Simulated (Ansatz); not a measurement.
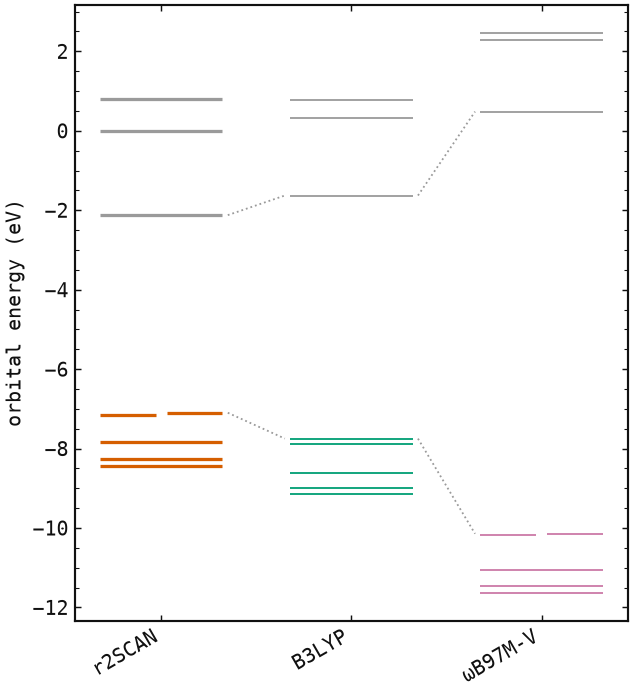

Frontier orbital energies of CH₇BGeS, SMILES CS[BH][GeH3], singlet at one geometry, def2-TZVPP, the Ansatz code, at a PBE0-D4/def2-TZVP geometry (no frequency check). Empty levels are grey, levels within 0.1 eV stand side by side; all columns show the same few orbitals around the gap. Dotted lines join the HOMOs and the LUMOs.

Compare the HOMO-LUMO separations.

The separation grows from 4.98 eV (r2SCAN) to 10.63 eV (ωB97M-V).

```tsv
level	HOMO (eV)	LUMO (eV)	separation (eV)
r2SCAN	−7.10	−2.12	4.98
B3LYP	−7.75	−1.63	6.12
ωB97M-V	−10.15	0.48	10.63
```

Limits of at least one run: empty levels above zero depend strongly on the basis; no scalar relativity up to krypton; one conformer of a flexible molecule.
